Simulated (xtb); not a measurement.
Geometry relaxation, with input and output: SiHCl$_{2}$O$_{2}$ (part 3 of 3)

SiHCl$_{2}$O$_{2}$, multiplicity 2, SMILES [O][Si](O)(Cl)Cl; GFN-FF (xtb 6.7.1). The geometry comes from this level: PBE0-D4/def2-TZVP.

Geometry of the input (Å):
```
O  -1.2261  0.1809  1.2116
Si -0.2709  0.0412  -0.1237
O  1.0519  -0.8558  0.1149
Cl -1.2184  -0.7892  -1.6960
Cl 0.1114  2.0120  -0.4342
H  1.5941  -0.6532  0.8812
```

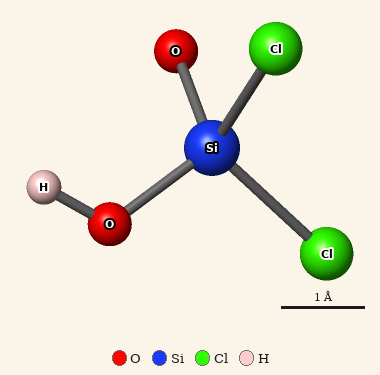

*The starting structure (ball-and-stick view, seen at a tilt).*

Launch command:
```bash
xtb --gff --norestart --wbo -I xtb.inp --ohess normal -P 1 -- geo.gen | tee geo.out
```

### Results in brief

- outcome: converged
- total energy: −0.526500 hartree
- dispersion energy: −0.003464 hartree
- zero-point energy: 0.019332 hartree
- dipole moment: 1.92 D
- wavenumbers, lowest and highest: 138 and 3636 cm⁻¹
- hardware: 1 thread of AMD EPYC (Zen 3), 192 GiB of memory available, shared host
- peak memory: 0.069 GiB

Settings chosen away from the usual ones: method = gfn-ff; task = optfreq; x = {"max_displacement": 0.1}; partner = base; opt_level = normal.
